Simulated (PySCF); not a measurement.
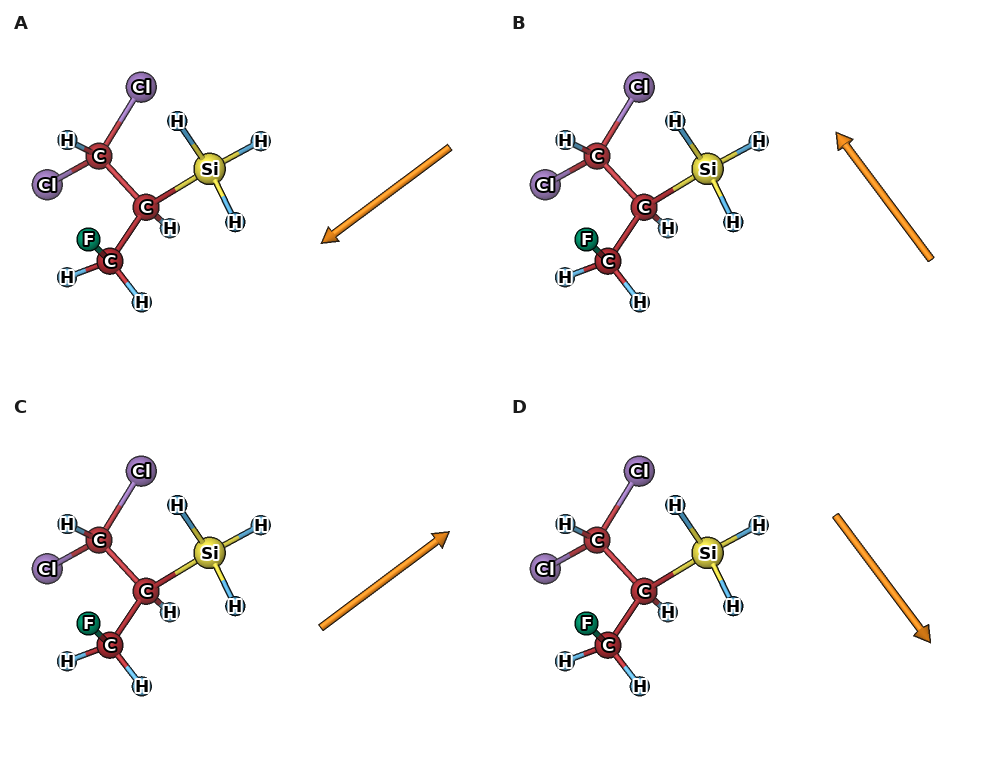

The same molecule four times, each with an arrow. The geometry was computed by an optimisation with GFN2-xTB. No frequency run is at hand to confirm it as a minimum. Properties computed with PBE0/pcSseg-1, gas phase (PySCF 2.14.0).

Which arrow points along the dipole moment, from the negative to the positive end?

Answer. D. The dipole moment is 1.66 D.

The geometry is semi-empirical. Around Si such bond lengths and angles can be off by a tenth of an ångström or more and by several degrees, and values that hang on the shape move with them.
